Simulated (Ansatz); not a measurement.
**CH8BNSi2: density, localisation and related maps**

Input

```
crystal:
  periodic: [false, false, false]
  atoms:
    - { symbol: B, position_ang: [-1.1681, 1.2623, -0.0894] }
    - { symbol: C, position_ang: [-0.3595, -0.0209, 0.0803] }
    - { symbol: "N", position_ang: [-1.0489, -1.08, 0.8253] }
    - { symbol: Si, position_ang: [0.6094, -0.5857, -1.4373] }
    - { symbol: Si, position_ang: [1.4267, 0.2416, 0.4893] }
    - { symbol: H, position_ang: [-1.5428, 1.9458, 0.8467] }
    - { symbol: H, position_ang: [-1.5733, 1.6351, -1.1665] }
    - { symbol: H, position_ang: [-0.367, -1.913, 0.881] }
    - { symbol: H, position_ang: [-1.1365, -0.732, 1.8653] }
    - { symbol: H, position_ang: [0.6054, 0.371, -2.5169] }
    - { symbol: H, position_ang: [0.7114, -2.0506, -1.5221] }
    - { symbol: H, position_ang: [2.0243, -0.7734, 1.3979] }
    - { symbol: H, position_ang: [1.8395, 1.665, 0.3611] }
basis:
  gaussian: { orbitals: "6-31G*" }
hamiltonian:
  xc: b3lyp
  dispersion: d4
relax:
  f_tol: 0.015
  max_steps: 40
output:
  orbitals: {}
```

Command:

```sh
ansatz run input.yaml --threads 2 --pin off --max-ram 3072MiB --backend cpu --events-out ev --progress --plain --runs-dir out
```

The fields are those of the relaxed geometry.

Computed with Ansatz 0.2.0, RKS B3LYP-D4/6-31G*.

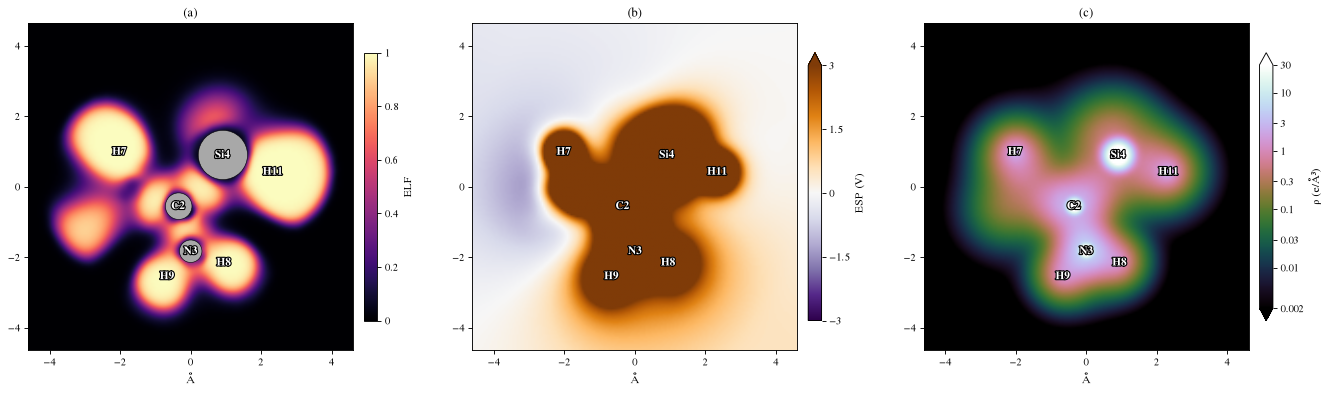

Figure 1. (a) ELF; (b) electrostatic potential; (c) total electron density on the plane of atoms C2, Si4 and H11. Grey discs cover the atomic cores in the ELF map.

> Read the bonding off the picture.

- The section cuts through C, N, Si and H sites.
- C–N (1.32 Å): the density is about 2.5 e/Å³ at the midpoint; the ELF peaks at about 0.90 between the atoms; a covalent bond.
- C–Si (1.92 Å): ρ at the midpoint is about 0.88 e/Å³; the ELF peaks at about 0.95 between the atoms: a shared electron pair.
- N–H (1.01 Å): the density is about 2.9 e/Å³ at the midpoint; the ELF climbs to about 1 towards the hydrogen, as it does in any bond to H; an ordinary covalent bond to hydrogen.
- Outside the dense part of the molecule the potential is most negative (−1.3 V) near H6, which lies off the plane.

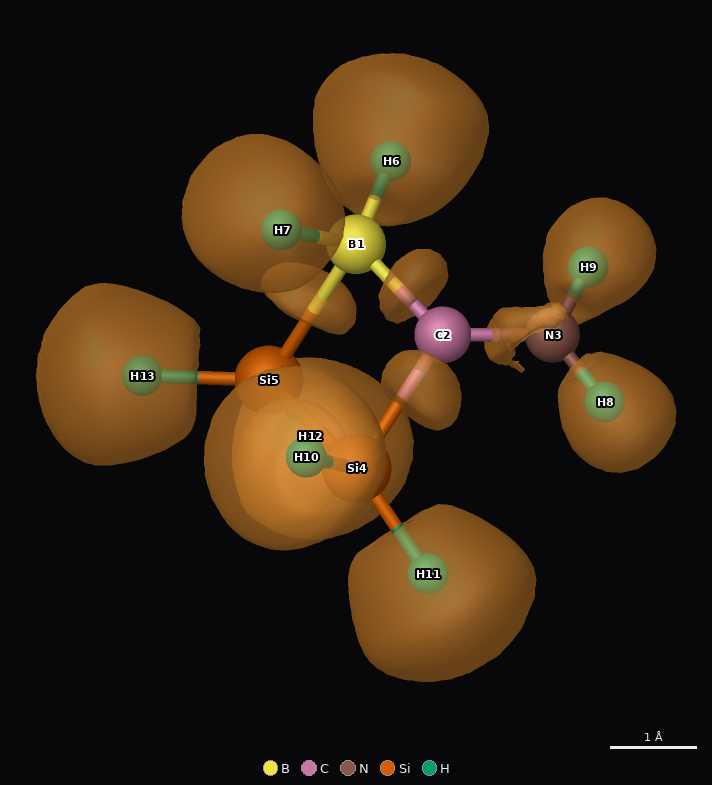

Figure 2. Isosurface of the ELF at 0.85 (orange), seen at a tilt. Core shells and regions of very low density are left out.

> What do the ELF domains correspond to?

The surface consists of one region between bonded B–C atoms (shared pairs), one region between bonded B–Si atoms (shared pairs), one region between bonded C–N atoms (shared pairs), one region between bonded C–Si atoms (shared pairs), one region between bonded Si–Si atoms (shared pairs) and eight regions around hydrogen nuclei. Profiles from the grid: C–B (1.56 Å): the ELF peaks at about 0.95 between the atoms; a covalent bond.

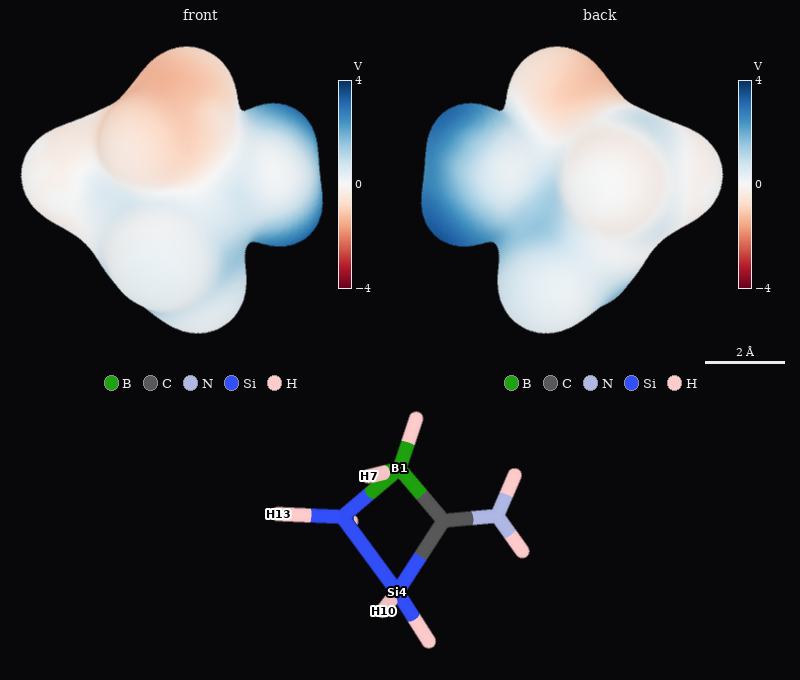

Figure 3. The molecular electrostatic potential painted on the density surface at 0.004 e/bohr³, seen from the front and from behind; red is negative and blue positive. The bare structure is drawn below in the same view.

> Which sites attract a positive test charge, and which a negative one?

A positive charge is drawn to the negative regions and a negative charge to the positive ones. The most negative region (about −1.3 V, or −30 kcal/mol for a unit charge) lies over H6, the most positive (about +3.3 V, or +76 kcal/mol for a unit charge) over H8.
